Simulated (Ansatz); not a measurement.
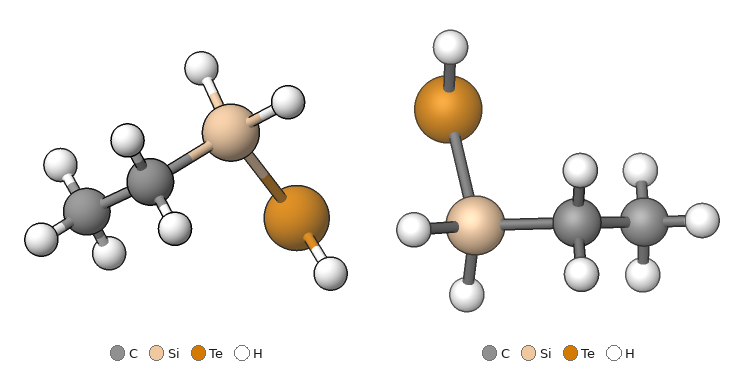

Both panels show the same species.

Give the formula.

Answer. C2H8SiTe, 12 atoms: 2 carbon, 8 hydrogen, 1 silicon and 1 tellurium.

Which point group does it belong to?

Answer. C1.

More results for the same structure follow; atom numbers are the same in all pictures, views and colours differ. The computed structure is the end point of a PBE0-D4/def2-TZVP optimisation. No frequency run is at hand to confirm it as a minimum.

## Shape

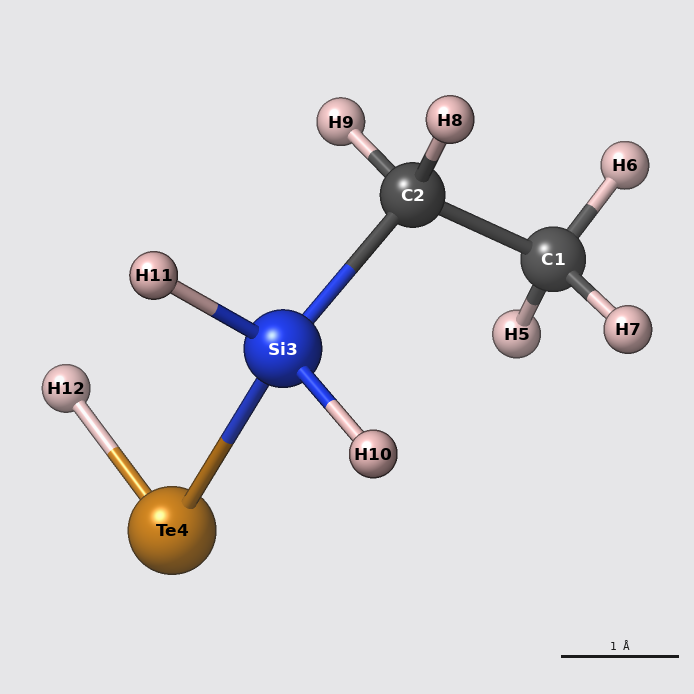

The atoms are numbered. No frequency run is at hand to confirm it as a minimum.

Give the bond lengths.

```csv
bond,length (Å),order
C1–C2,1.524,single
C1–H5,1.093,single
C1–H6,1.093,single
C1–H7,1.093,single
C2–Si3,1.875,single
C2–H8,1.097,single
C2–H9,1.095,single
Si3–Te4,2.501,single
Si3–H10,1.488,single
Si3–H11,1.487,single
Te4–H12,1.658,single
```

## Charges

The questions are on Mulliken charges. No frequency run is at hand to confirm it as a minimum. Method: RKS ωB97M-V/def2-TZVPP, core potentials on Te (Ansatz 0.2.0).

Which atom carries the highest charge (most positive or least negative)?

Answer. Si3 (0.17 e).

And the lowest?

Answer. C1 (−0.31 e).

List the Mulliken charges.

```csv
atom,value (e)
C1,−0.31
C2,−0.29
Si3,0.17
Te4,−0.09
H5,0.11
H6,0.11
H7,0.11
H8,0.11
H9,0.11
H10,−0.02
H11,−0.02
H12,−0.01
```

## Dipole moment

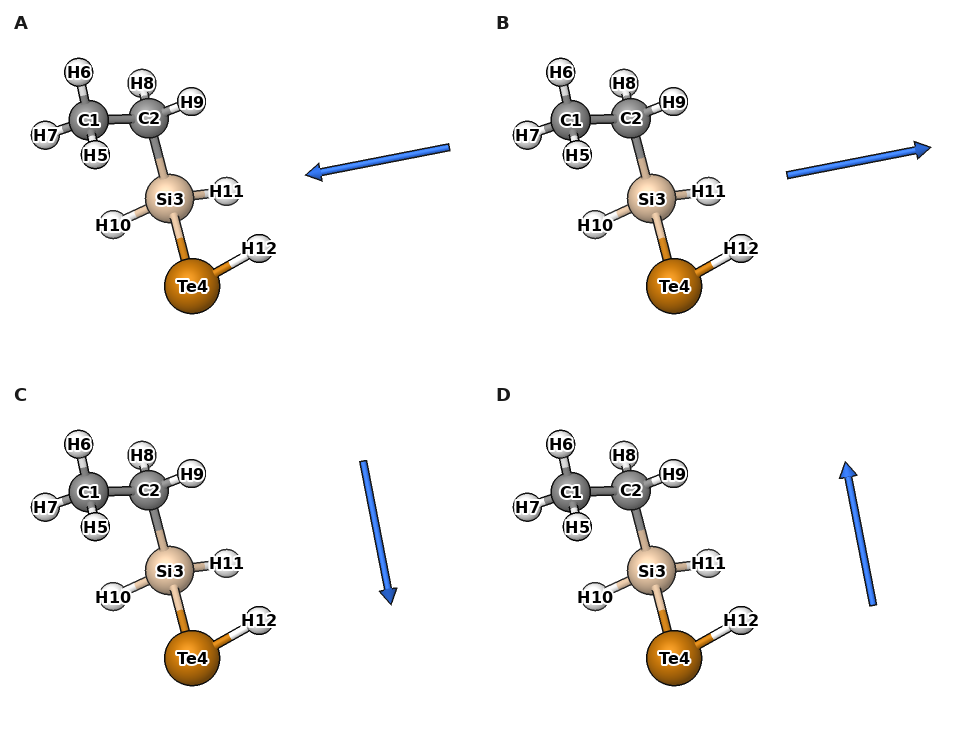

The same molecule four times, each with an arrow. No frequency run is at hand to confirm it as a minimum. Method: RKS B3LYP-D4/def2-TZVPP, core potentials on Te (Ansatz 0.2.0).

Which arrow points along the dipole moment, from the negative to the positive end?

Answer. D. The dipole moment is 1.47 D; it points from the side of Te4 to the side of H6 (the outermost atoms at the two ends).

## Levels of theory compared

No frequency run is at hand to confirm it as a minimum. Program: Ansatz 0.2.0.

At this fixed geometry, give HOMO–LUMO gap (eV) at these levels: B3LYP-D4/def2-TZVPP; PBE-D4/def2-TZVPP; PBE0-D4/def2-TZVPP; r2SCAN-D4/def2-TZVPP; ωB97M-V/def2-TZVPP; ωB97X-V/def2-TZVPP.

| level | HOMO–LUMO gap (eV) |
| --- | --- |
| B3LYP-D4/def2-TZVPP | 5.48 |
| PBE-D4/def2-TZVPP | 4.10 |
| PBE0-D4/def2-TZVPP | 5.94 |
| r2SCAN-D4/def2-TZVPP | 4.57 |
| ωB97M-V/def2-TZVPP | 9.81 |
| ωB97X-V/def2-TZVPP | 10.12 |

Mulliken values depend strongly on the basis set and can even reverse the polarity of a bond.
